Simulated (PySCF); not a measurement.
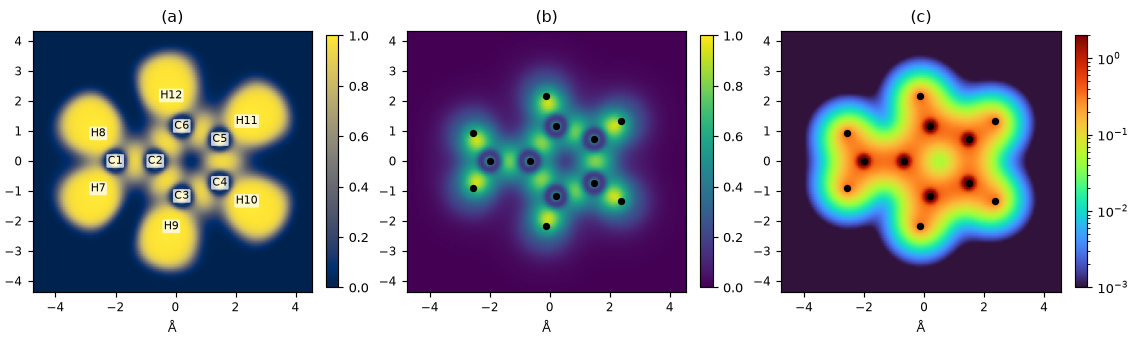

C₆H₆, SMILES `C=C1C=CC=C1`. Three fields in the molecular plane.

PySCF calculation, ωB97X/cc-pVDZ, gas phase; geometry: GFN2-xTB. No frequency check shows the geometry to be a minimum.

Geometry (Å), atoms numbered from 1:

```
C1      -2.0914   -0.0001    0.0000
C2      -0.7572    0.0003    0.0000
C3       0.1266   -1.1663    0.0000
C4       1.3962   -0.7287    0.0000
C5       1.3961    0.7288    0.0000
C6       0.1264    1.1662    0.0000
H7      -2.6568   -0.9177    0.0000
H8      -2.6570    0.9172    0.0000
H9      -0.2230   -2.1815    0.0000
H10      2.2901   -1.3265    0.0000
H11      2.2899    1.3267    0.0000
H12     -0.2234    2.1813    0.0000
```

### The panels show, in some order, the electron density, localised orbital locator (LOL) and electron localisation function (ELF). Which is which?

(a) is the electron localisation function (ELF): it runs from 0 to 1 and is close to 1 over wide basins that fill the valence regions. (b) is the localised orbital locator (LOL): it runs from 0 to 1, peaks where electrons are localised, as in bonds, and fades smoothly outside. (c) is the electron density: it is positive everywhere and peaks at the nuclei.
